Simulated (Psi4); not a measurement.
# Run report: CH$_{3}$InO, single-point calculation

- system: CH$_{3}$InO (In(CO)H3)
- method: r2SCAN/def2-SVP, RKS, core potentials def2 (Psi4 1.11)

The geometry comes from this level: GFN1-xTB.

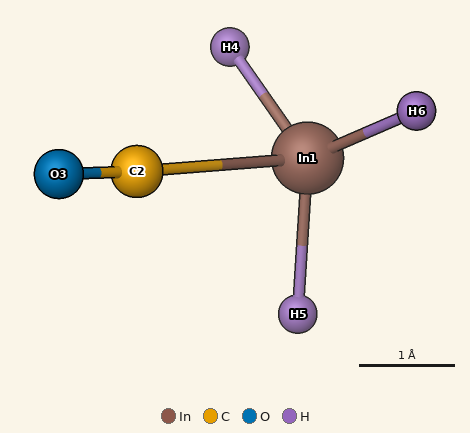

*The structure as given in the input (ball-and-stick view, seen at a tilt; atoms are numbered from 1 in the order of the input). Sticks mark near contacts.*

Bond lengths as drawn: C–In 2.44 Å, C–O 1.12 Å and H–In 1.70 Å.

### Key numbers

```csv
quantity,value
outcome,converged
total energy,−305.119552 hartree
basis functions,69
HOMO,−7.04 eV
LUMO,−2.79 eV
dipole moment,1.83 D
hardware,"1 thread of Intel Xeon (Granite Rapids), 64 GiB of memory available, shared host"
wall time,12 s
peak memory,0.96 GiB
```

### The input (input.inp)
```
memory 1600 mb

molecule geom {
  0 1
  In    -0.014220    -0.000860    -0.949190
  C      0.011440     0.017450     1.491920
  O      0.045080    -0.004700     2.611200
  H      1.683720     0.000680    -1.058710
  H     -0.869060     1.463800    -1.072380
  H     -0.856960    -1.476380    -1.022840
  symmetry c1
}

set globals {
  reference            rks
  puream               true
  scf_type             pk
  dft_radial_points    99
  dft_spherical_points 590
}

energy('r2scan/def2-SVP')
```

Command:
```bash
psi4 input.inp input.out -n 1
```

### The program's output
```
Psi4 1.11 release

   => Loading Basis Set <=

    Name: DEF2-SVP
    Role: ORBITAL
    Keyword: BASIS

    !!!  WARNING: ECP capability is in beta. Please check occupations closely.  !!!

         ---------------------------------------------------------
                                   SCF
                              RKS Reference
                        1 Threads,   1525 MiB Core
         ---------------------------------------------------------

  ==> Geometry <==

    Molecular point group: c1
    Full point group: C1

    Geometry (in Angstrom), charge = 0, multiplicity = 1:

       Center              X                  Y                   Z               Mass
    ------------   -----------------  -----------------  -----------------  -----------------
         IN          -0.008612676235    -0.001020451505    -0.588893646415   114.903878776000
         C            0.017047323765     0.017289548495     1.852216353585    12.000000000000
         O            0.050687323765    -0.004860451505     2.971496353585    15.994914619570
         H            1.689327323765     0.000519548495    -0.698413646415     1.007825032230
         H           -0.863452676235     1.463639548495    -0.712083646415     1.007825032230
         H           -0.851352676235    -1.476540451505    -0.662543646415     1.007825032230

  Running in c1 symmetry.

  Rotational constants: A =      1.93331  B =      0.07391  C =      0.07390 [cm^-1]
  Rotational constants: A =  57959.27648  B =   2215.62850  C =   2215.47854 [MHz]
  Nuclear repulsion =  101.357920285658309

  Charge       = 0
  Multiplicity = 1
  Electrons    = 38
  Nalpha       = 19
  Nbeta        = 19

  ==> Algorithm <==

  SCF Algorithm Type is PK.
  DIIS enabled.
  MOM disabled.
  Fractional occupation disabled.
  Guess Type is SAD.
  Energy threshold   = 1.00e-06
  Density threshold  = 1.00e-06
  Integral threshold = 1.00e-12

  ==> Primary Basis <==

  Basis Set: DEF2-SVP
    Blend: DEF2-SVP
    Number of shells: 31
    Number of basis functions: 69
    Number of Cartesian functions: 73
    Spherical Harmonics?: true
    Max angular momentum: 2

  Core potential: DEF2-SVP
    Number of shells: 4
    Number of ECP primitives: 18
    Number of ECP core electrons: 28
    Max angular momentum: 3

  ==> DFT Potential <==

   => LibXC <=

    Version 7.1.2

   => Composite Functional: R2SCAN <=

    r2SCAN Meta-GGA XC Functional  (0.1021/acs.jpclett.0c02405)

    Deriv               =              1
    GGA                 =           TRUE
    Meta                =           TRUE

    Exchange Hybrid     =          FALSE
    MP2 Hybrid          =          FALSE

   => Exchange Functionals <=

    1.0000   XC_MGGA_X_R2SCAN

   => Correlation Functionals <=

    1.0000   XC_MGGA_C_R2SCAN

   => LibXC Density Thresholds  <==

    XC_MGGA_C_R2SCAN:  1.00E-15
    XC_MGGA_X_R2SCAN:  1.00E-11

   => Molecular Quadrature <=

    Radial Scheme          =       TREUTLER
    Pruning Scheme         =           NONE
    Nuclear Scheme         =       TREUTLER

    Blocking Scheme        =         OCTREE
    BS radius alpha        =              1
    Pruning alpha          =              1
    Radial Points          =             99
    Spherical Points       =            590
    Total Points           =         335658
    Total Blocks           =           2490
    Max Points             =            256
    Max Functions          =             69
    Weights Tolerance      =       1.00E-15

  ==> Integral Setup <==

  Using in-core PK algorithm.
   Calculation information:
      Number of atoms:                   6
      Number of AO shells:              31
      Number of primitives:             62
      Number of atomic orbitals:        73
      Number of basis functions:        69

      Integral cutoff                 1.00e-12
      Number of threads:                 1

  Performing in-core PK
  Using 5834640 doubles for integral storage.
  We computed 114287 shell quartets total.
  Whereas there are 123256 unique shell quartets.

  ==> DiskJK: Disk-Based J/K Matrices <==

    J tasked:                  Yes
    K tasked:                   No
    wK tasked:                  No
    Memory [MiB]:              172
    Schwarz Cutoff:          1E-12

  Cached 50.0% of DFT collocation blocks in 0.669 [GiB].

  Minimum eigenvalue in the overlap matrix is 1.1417379478E-02.
  Reciprocal condition number of the overlap matrix is 2.8242348809E-03.
    Using symmetric orthogonalization.

  ==> Pre-Iterations <==

  SCF Guess: Superposition of Atomic Densities via on-the-fly atomic UHF (no occupation information).

   -------------------------
    Irrep   Nso     Nmo
   -------------------------
     A         69      69
   -------------------------
    Total      69      69
   -------------------------

  ==> Iterations <==

                        Total Energy        Delta E     RMS |[F,P]|

   @RKS iter SAD:  -303.91515602413875   -3.03915e+02   0.00000e+00
   @RKS iter   1:  -305.03242465761082   -1.11727e+00   5.53733e-03 ADIIS/DIIS
   @RKS iter   2:  -305.06948135042740   -3.70567e-02   5.13352e-03 ADIIS/DIIS
   @RKS iter   3:  -305.10941765615087   -3.99363e-02   2.23392e-03 ADIIS/DIIS
   @RKS iter   4:  -305.11837088641892   -8.95323e-03   7.97140e-04 ADIIS/DIIS
   @RKS iter   5:  -305.11954616319736   -1.17528e-03   4.51364e-05 DIIS
   @RKS iter   6:  -305.11955141176509   -5.24857e-06   1.24880e-05 DIIS
   @RKS iter   7:  -305.11955180269854   -3.90933e-07   4.40525e-06 DIIS
   @RKS iter   8:  -305.11955189444086   -9.17423e-08   7.20417e-07 DIIS
  Energy and wave function converged.

  ==> Post-Iterations <==

   Electrons on quadrature grid:
      Ntotal   =   37.9999995739 ; deviation = -4.261e-07

    Orbital Energies [Eh]
    ---------------------

    Doubly Occupied:

       1A    -19.115232     2A    -10.213851     3A     -4.601486
       4A     -3.009744     5A     -2.999701     6A     -2.999677
       7A     -1.164331     8A     -0.707429     9A     -0.697745
      10A     -0.697727    11A     -0.695823    12A     -0.695768
      13A     -0.574286    14A     -0.491665    15A     -0.491637
      16A     -0.455884    17A     -0.348637    18A     -0.258946
      19A     -0.258858

    Virtual:

      20A     -0.102659    21A     -0.102468    22A     -0.017238
      23A      0.045798    24A      0.083083    25A      0.083676
      26A      0.120536    27A      0.185661    28A      0.185697
      29A      0.189701    30A      0.322154    31A      0.323754
      32A      0.331653    33A      0.454847    34A      0.455141
      35A      0.484359    36A      0.526234    37A      0.527207
      38A      0.637962    39A      0.699396    40A      0.727642
      41A      0.739712    42A      0.740922    43A      0.904577
      44A      0.972683    45A      0.972799    46A      1.384504
      47A      1.396782    48A      1.545688    49A      1.546968
      50A      1.552176    51A      1.557455    52A      1.559246
      53A      1.656747    54A      1.658775    55A      1.663605
      56A      1.663802    57A      1.784573    58A      1.999766
      59A      2.000968    60A      2.433021    61A      2.554432
      62A      2.554492    63A      3.158822    64A      3.158828
      65A      3.616136    66A     16.351048    67A     16.351462
      68A     16.678918    69A     61.188856

    Final Occupation by Irrep:
              A
    DOCC [    19 ]
    NA   [    19 ]
    NB   [    19 ]

  @RKS Final Energy:  -305.11955189444086

   => Energetics <=

    Nuclear Repulsion Energy =            101.3579202856583095
    One-Electron Energy =                -691.7517376179986286
    Two-Electron Energy =                 316.9600738852876134
    DFT Exchange-Correlation Energy =     -31.6858084473881902
    Empirical Dispersion Energy =           0.0000000000000000
    VV10 Nonlocal Energy =                  0.0000000000000000
    Total Energy =                       -305.1195518944408605

Computation Completed

Properties will be evaluated at   0.000000,   0.000000,   0.000000 [a0]

Properties computed using the SCF density matrix

 Multipole Moments:

 ------------------------------------------------------------------------------------
     Multipole            Electronic (a.u.)      Nuclear  (a.u.)        Total (a.u.)
 ------------------------------------------------------------------------------------

 L = 1.  Multiply by 2.5417464519 to convert [e a0] to [Debye]
 Dipole X            :         -0.5630283            0.5696358            0.0066075
 Dipole Y            :         -0.0511327            0.0586625            0.0075298
 Dipole Z            :        -37.9169579           38.6363226            0.7193647
 Magnitude           :                                                    0.7194345

 ------------------------------------------------------------------------------------

	total time  =         11 seconds =       0.18 minutes

    Psi4 run time: 0:00:10.66
```

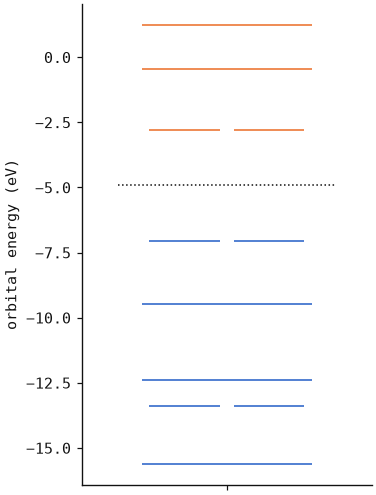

*Orbital energies near the frontier; the dotted line parts filled from empty levels, and levels within 0.02 eV of each other stand side by side.*

Highest filled −7.04 eV, lowest empty −2.79 eV, 4.25 eV apart.
